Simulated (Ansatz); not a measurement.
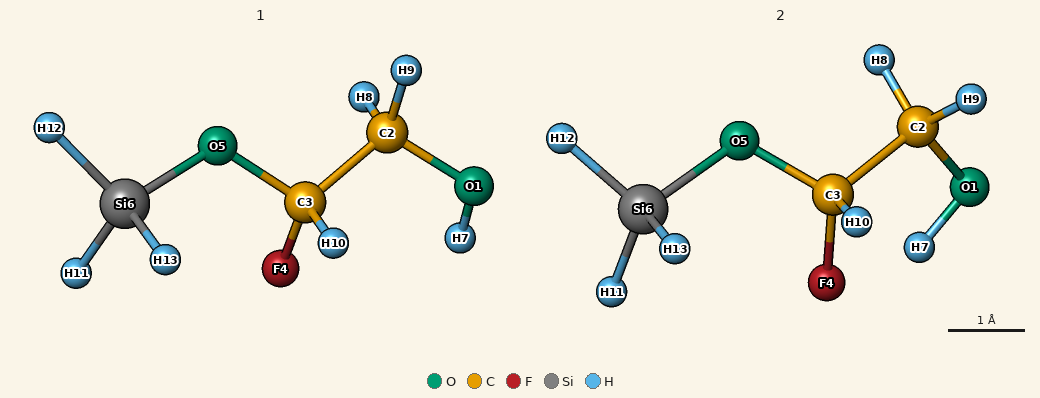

Two geometries of C2H7FO2Si, drawn at one scale. One is the start of a relaxation, the other its converged end. The picture is a ball-and-stick view, seen at a tilt.

These are results of RKS B3LYP-D4/STO-3G in Ansatz 0.2.0, not measurements. Settings: no spin polarisation; force threshold 0.02 eV/Å; at most 40 steps.

> Which of the two is the end point?

Structure 2 is the relaxed one. The run prepares the start of a later molecular dynamics calculation, from a guessed geometry. H7 moves most after the best rigid fit: 0.82 Å. Largest moves by element: H 0.82 Å, O 0.80 Å, F 0.48 Å, C 0.27 Å, Si 0.15 Å. Some distances before and after: C3–F4 1.292 → 1.441 Å, O5–Si6 1.635 → 1.732 Å, O1–C2 1.376 → 1.460 Å, C2–C3 1.521 → 1.602 Å. Among the angles between lasting bonds that change: C2–O1–H7 108.6° → 97.2°, C2–C3–F4 111.7° → 104.5°, C3–O5–Si6 118.4° → 112.4°. Groups turn about C2–C3 by about 50°, O1–C2 by about 50°. After 15 accepted moves (16 points after the start) the energy has fallen by 31.4 kcal/mol. The largest force component goes from 5.8 to 0.015 eV/Å. The line search rejected the trial step at point 8 of the run. The run took 43 s on 1 thread of Intel(R) Xeon(R) Platinum 8488C (Sapphire Rapids), on a shared host, peak memory 0.17 GiB.

Limits of the set-up: STO-3G is a minimal basis, so the numbers are rough.
